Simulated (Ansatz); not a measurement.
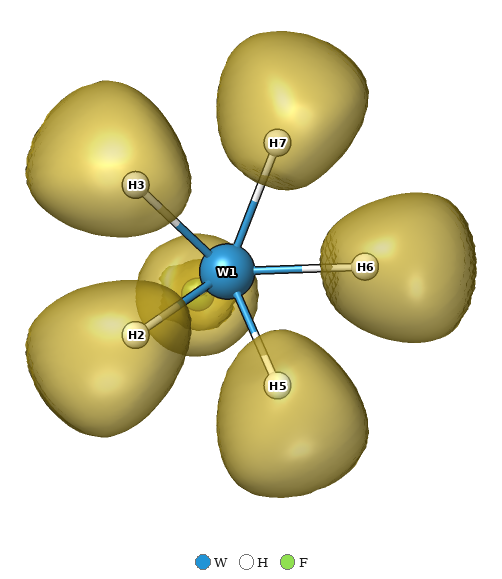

FH5W. Isosurface of the electron localisation function at 0.8 (yellow), seen at a tilt. Core shells and regions of very low density are left out.

Core potentials replace the inner electrons of W.

Level of theory: RHF/def2-SVP in Ansatz 0.2.0.

The calculation's input:

```
crystal:
  periodic: [false, false, false]
  atoms:
    - { symbol: W, position_ang: [0.082285, 0.237987, 0.082285] }
    - { symbol: H, position_ang: [0.411559, -0.072567, 1.725581] }
    - { symbol: H, position_ang: [1.725581, -0.072567, 0.411559] }
    - { symbol: F, position_ang: [-0.290765, 1.990886, -0.290765] }
    - { symbol: H, position_ang: [-1.129911, -0.553846, 0.92068] }
    - { symbol: H, position_ang: [-0.819729, -0.846047, -0.819729] }
    - { symbol: H, position_ang: [0.92068, -0.553846, -1.129911] }
basis:
  gaussian: { orbitals: def2-SVP }
hamiltonian:
  xc: hf
relax:
  f_tol: 0.03
  max_steps: 50
output:
  orbitals: {}
```

Launched as:

```sh
ansatz run input.yaml --threads 1 --pin off --max-ram 2048MiB --backend cpu --events-out ev --progress --plain --runs-dir out
```

The fields are those of the run's last geometry, not of the input's.

Q: What do the ELF domains correspond to?

A: The ELF exceeds this value in five regions around hydrogen nuclei and one region wrapped around F (its valence shell).

Values along the shortest contacts:
W–F (1.83 Å): the ELF peaks at about 0.85 in the valence shell of F, 0.6 Å from its nucleus, and drops to about 0.20 between the two atoms. W–H (1.67 Å): the ELF climbs to about 1 towards the hydrogen.
